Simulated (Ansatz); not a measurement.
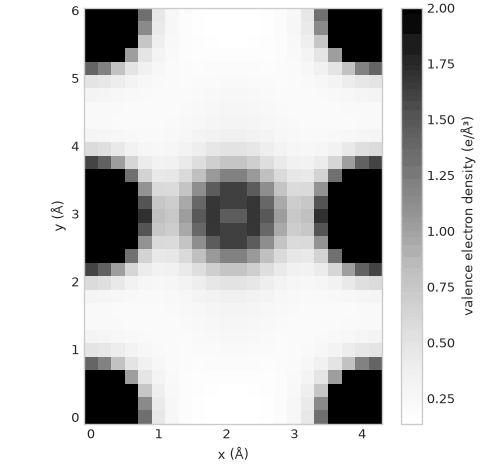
Fig. 1. Valence electron density (e/Å³), cut off at 2 on a lattice plane, r²SCAN in the plane-wave PAW code Ansatz

**Question.** Which of these materials gives this?
A. InMo3C, anti-perovskite
B. MoW, CsCl type
C. GeMo2N, P6_3/mmc (Ge on 2d, Mo on 4f, N on 2a)
D. Bi2Mo, C2/m (Mo on 4i, Bi on 4i, Bi on 4i)

**Answer.** A, InMo3C, anti-perovskite. Atoms in the plane, in fractions of its two edges: In at (0.00, 0.00), Mo at (0.00, 0.50), C at (0.50, 0.50).

The density is the valence pseudo-density with augmentation charge, so density and ELF within about 1 Å of a nucleus are not all-electron values.

Space group Pm-3m (anti-perovskite). The start of the workflow was typed in or built on a structure type; neither database checked (COD, Materials Project) lists it. Its standing as an ambient phase is unchecked. The r²SCAN relaxation kept the symmetry of its start; whether a distortion lowers the energy is not shown. No spin polarisation was allowed. Its formation energy is positive at this level, so the cell may be metastable or incomplete.

Potentials: the earlier of the program's two PAW sets. The files were generated under PBE; for other functionals the program regenerates the frozen cores, and for LDA and PBEsol the local potential too.
